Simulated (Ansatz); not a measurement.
System: H₄O₂Sn.

The calculation's input:

```
crystal:
  periodic: [false, false, false]
  atoms:
    - { symbol: Sn, position_ang: [0.0, 0.0, 0.0] }
    - { symbol: H, position_ang: [0.0, 0.0, 1.74] }
    - { symbol: O, position_ang: [1.8483, 0.0, -0.6527] }
    - { symbol: H, position_ang: [2.1646, -0.9521, -0.7693] }
    - { symbol: O, position_ang: [-0.9232, 1.5994, -0.6527] }
    - { symbol: H, position_ang: [-1.881, 1.3686, -0.8751] }
    - { symbol: H, position_ang: [-0.8195, -1.4198, -0.5794] }
basis:
  gaussian: { orbitals: def2-SVP }
hamiltonian:
  xc: b3lyp
relax:
  f_tol: 0.02
  max_steps: 40
output:
  orbitals: {}
```

Launched as:

```sh
ansatz run input.yaml --threads 1 --pin off --max-ram 2048MiB --backend cpu --events-out ev --progress --plain --runs-dir out
```

The fields are those of the run's last geometry, not of the input's.

Core potentials replace the inner electrons of Sn.

These are results of RKS B3LYP/def2-SVP in Ansatz, not measurements.

### What can the converged electron density and electron localisation function tell about the bonding?

Sn–O (2.00 Å): the density is about 0.7 e/Å³ at the midpoint; the ELF peaks at about 0.85 in the valence shell of O, 0.6 Å from its nucleus, and drops to about 0.10 between the two atoms.

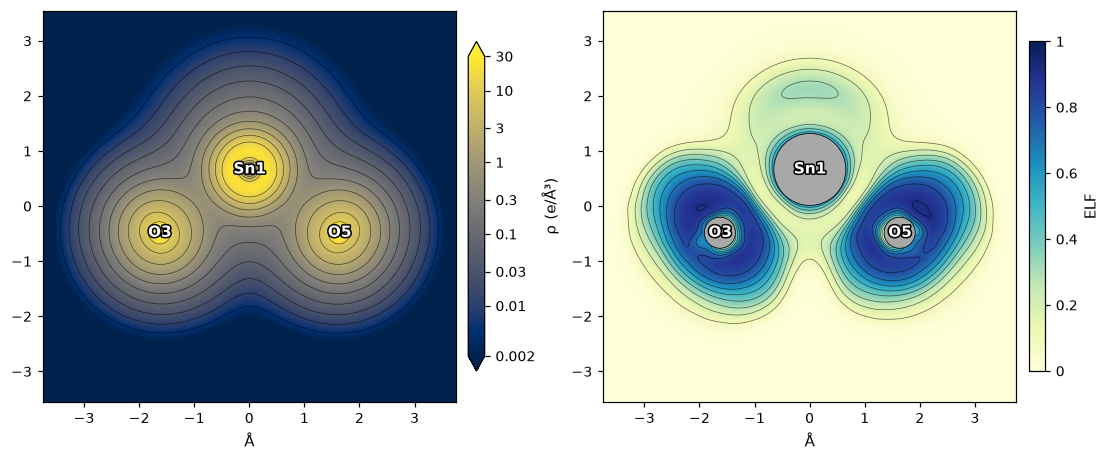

Computed electron density and electron localisation function on the plane of atoms O3, Sn1 and O5, in this order. Grey discs cover the atomic cores in the ELF map. 
